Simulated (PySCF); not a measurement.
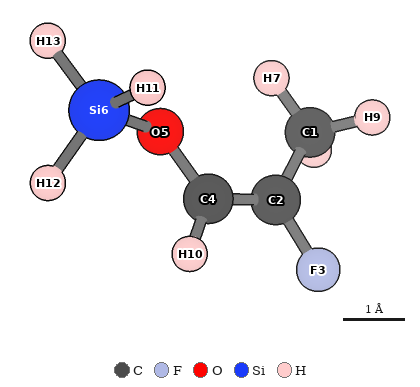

Fig. 1: The structure (ball-and-stick view, seen at a tilt; atoms are numbered from 1 in the order of the input). Bond lengths as drawn: C–C 1.34 to 1.48 Å, C–F 1.34 Å, C–H 1.10 Å, C–O 1.36 Å, H–Si 1.49 Å and O–Si 1.68 Å.

# C$_{3}$H$_{7}$FOSi: one change and its effect

System: C$_{3}$H$_{7}$FOSi.
Method of run A: GIAO HF/pcSseg-1 NMR shielding, non-relativistic, gas phase (PySCF 2.14.0).

The geometry comes from this level: PBE0-D3(BJ)/def2-SVP. Text and figures count atoms from 1; the logs count them from 0 in places.

### Input file, run A
```
{"job": {"kind": "nmr", "xc": "HF", "basis": "pcSseg-1", "pop": false}, "charge": 0, "multiplicity": 1}
C      2.187703    -0.020243     0.104776
C      1.110116    -0.915207    -0.371939
F      1.520586    -2.141817    -0.730031
C     -0.191207    -0.633494    -0.486881
O     -0.686391     0.594992    -0.186292
Si    -2.268506     0.892562     0.280275
H      1.772348     0.961032     0.364739
H      2.956013     0.109801    -0.674567
H      2.685907    -0.447724     0.990227
H     -0.882297    -1.396845    -0.864754
H     -2.534030     0.357965     1.649584
H     -3.206258     0.239663    -0.683527
H     -2.423511     2.369546     0.255319
```

The first line tells a small driver script what to run in PySCF; the rest is the geometry in Å.

Command:
```bash
OMP_NUM_THREADS=1 python <driver script> task.json out
```

Hardware: 1 CPU thread, shared host.

### Output (run A)
```
final grid: 105968 points
cycle   1  E = -580.7375874162  dE =  8.973e-01  |g| = 6.827e-01  |ddm| = 3.094e+00
cycle   2  E = -580.8249155589  dE = -8.733e-02  |g| = 3.793e-01  |ddm| = 6.512e-01
cycle   3  E = -580.8495470741  dE = -2.463e-02  |g| = 7.616e-02  |ddm| = 2.741e-01
cycle   4  E = -580.8511426859  dE = -1.596e-03  |g| = 1.561e-02  |ddm| = 8.864e-02
cycle   5  E = -580.8512196031  dE = -7.692e-05  |g| = 4.885e-03  |ddm| = 2.290e-02
cycle   6  E = -580.8512268167  dE = -7.214e-06  |g| = 1.749e-03  |ddm| = 6.831e-03
cycle   7  E = -580.8512280080  dE = -1.191e-06  |g| = 4.728e-04  |ddm| = 2.731e-03
cycle   8  E = -580.8512281065  dE = -9.856e-08  |g| = 1.246e-04  |ddm| = 8.132e-04
cycle   9  E = -580.8512281131  dE = -6.596e-09  |g| = 3.284e-05  |ddm| = 1.839e-04
cycle  10  E = -580.8512281136  dE = -4.765e-10  |g| = 9.834e-06  |ddm| = 6.175e-05
converged SCF energy = -580.8512281136

GIAO shielding tensors (ppm)
atom      isotropic    diamagn.    paramagn.     s11        s22        s33       span
  0 C      178.103     246.731     -68.628    170.367    175.068    188.873     18.506
  1 C       33.339     252.073    -218.734    -73.190     81.455     91.752    164.941
  2 F      376.950     475.398     -98.448    317.754    400.831    412.266     94.512
  3 C       58.103     252.095    -193.993    -39.603     95.791    118.121    157.724
  4 O      312.865     401.525     -88.660    257.236    322.718    358.641    101.405
  5 Si     427.092     874.924    -447.832    391.951    399.567    489.759     97.808
  6 H       29.095      30.363      -1.268     23.964     29.408     33.913      9.948
  7 H       29.759      27.701       2.058     25.574     27.020     36.683     11.110
  8 H       29.795      28.278       1.518     25.714     27.075     36.597     10.883
  9 H       25.026      30.578      -5.552     22.039     23.995     29.043      7.004
 10 H       27.363      28.839      -1.476     24.192     25.721     32.176      7.984
 11 H       27.272      28.561      -1.289     24.212     25.700     31.903      7.691
 12 H       27.252      28.705      -1.453     23.966     25.559     32.231      8.265
```

The input of run B differs as follows (lines with − go, lines with + come):
```diff
-"xc": "HF"
+"xc": "B97-D"
```

Predict how the results change.

The total energies belong to different methods, so their difference says nothing on which is more stable or more accurate. The HOMO goes from −9.18 to −5.18 eV. The LUMO goes from 3.39 to −0.56 eV. The dipole moment goes from 1.68 to 1.38 D. Of all shieldings, the largest change is that of F3, by −64.8 ppm. The method changes from HF to B97-D. Exact exchange removes part of the self-interaction error of semilocal functionals, which pushes filled and empty levels apart. The SCF takes 15 iterations against 10.

### Output (run B)
```
coarse grid: 11400 points
cycle   1  E = -582.6771179502  dE =  5.623e-01  |g| = 8.662e-01  |ddm| = 3.250e+00
cycle   2  E = -582.1781412407  dE =  4.990e-01  |g| = 1.805e+00  |ddm| = 2.456e+00
cycle   3  E = -582.7879602020  dE = -6.098e-01  |g| = 3.163e-01  |ddm| = 2.053e+00
cycle   4  E = -582.8069470036  dE = -1.899e-02  |g| = 1.391e-01  |ddm| = 4.127e-01
cycle   5  E = -582.8103919637  dE = -3.445e-03  |g| = 6.221e-02  |ddm| = 1.655e-01
cycle   6  E = -582.8113181917  dE = -9.262e-04  |g| = 1.330e-02  |ddm| = 5.753e-02
cycle   7  E = -582.8113548268  dE = -3.664e-05  |g| = 4.812e-03  |ddm| = 1.174e-02
cycle   8  E = -582.8113593395  dE = -4.513e-06  |g| = 1.056e-03  |ddm| = 4.467e-03
final grid: 105968 points
cycle   9  E = -582.8585667389  dE = -4.048e-05  |g| = 2.071e-02  |ddm| = 3.530e-02
cycle  10  E = -582.8583613911  dE =  2.053e-04  |g| = 4.049e-02  |ddm| = 4.317e-02
cycle  11  E = -582.8586252742  dE = -2.639e-04  |g| = 4.607e-03  |ddm| = 3.322e-02
cycle  12  E = -582.8586298997  dE = -4.625e-06  |g| = 1.786e-03  |ddm| = 5.574e-03
cycle  13  E = -582.8586306043  dE = -7.046e-07  |g| = 1.279e-04  |ddm| = 1.482e-03
cycle  14  E = -582.8586306082  dE = -3.933e-09  |g| = 3.960e-05  |ddm| = 1.466e-04
cycle  15  E = -582.8586306085  dE = -3.076e-10  |g| = 1.054e-05  |ddm| = 3.246e-05
converged SCF energy = -582.8586306085

GIAO shielding tensors (ppm)
atom      isotropic    diamagn.    paramagn.     s11        s22        s33       span
  0 C      165.224     250.247     -85.023    152.785    163.890    178.997     26.212
  1 C       23.824     252.669    -228.845    -50.782     54.098     68.156    118.938
  2 F      312.142     473.710    -161.568    237.768    329.181    369.479    131.711
  3 C       50.621     255.511    -204.891    -19.893     74.867     96.888    116.781
  4 O      264.571     399.482    -134.911    187.572    278.857    327.285    139.712
  5 Si     378.438     879.667    -501.229    331.618    341.640    462.057    130.439
  6 H       28.966      31.675      -2.709     24.452     29.686     32.760      8.308
  7 H       29.599      27.565       2.033     25.956     27.221     35.619      9.663
  8 H       29.614      28.328       1.286     26.065     27.248     35.529      9.464
  9 H       24.931      31.276      -6.345     22.545     23.727     28.520      5.976
 10 H       26.589      29.027      -2.439     23.480     24.999     31.287      7.808
 11 H       26.479      28.593      -2.114     23.658     24.903     30.877      7.220
 12 H       26.635      28.866      -2.230     23.538     25.185     31.183      7.644
```

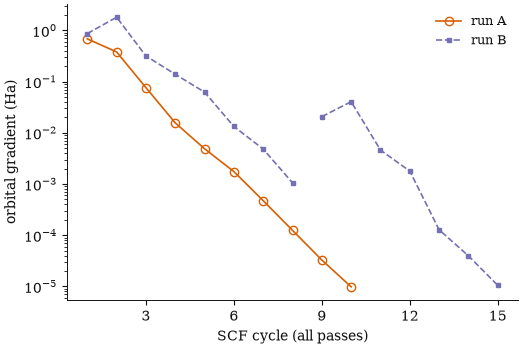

Fig. 2: Convergence of the two runs: orbital gradient against the SCF cycle. A break in a curve parts two SCF passes (coarse and final grid). Run A takes 10 cycles in all, and run B takes 15.

### The two runs side by side

| quantity | run A | run B |
| --- | --- | --- |
| outcome | converged | converged |
| total energy (hartree) | −580.851228 | −582.858631 |
| HOMO (eV) | −9.18 | −5.18 |
| LUMO (eV) | 3.39 | −0.56 |
| dipole moment (D) | 1.68 | 1.38 |
| shielding of C1 (ppm) | 178.1 | 165.2 |
| shielding of C2 (ppm) | 33.3 | 23.8 |
| shielding of F3 (ppm) | 377.0 | 312.1 |
| shielding of C4 (ppm) | 58.1 | 50.6 |
| shielding of O5 (ppm) | 312.9 | 264.6 |
| shielding of Si6 (ppm) | 427.1 | 378.4 |
| shielding of H12 (ppm) | 27.3 | 26.5 |
| SCF iterations | 10 | 15 |
| basis functions | 144 | 144 |
| wall time (shared host) | 11 s | 29 s |
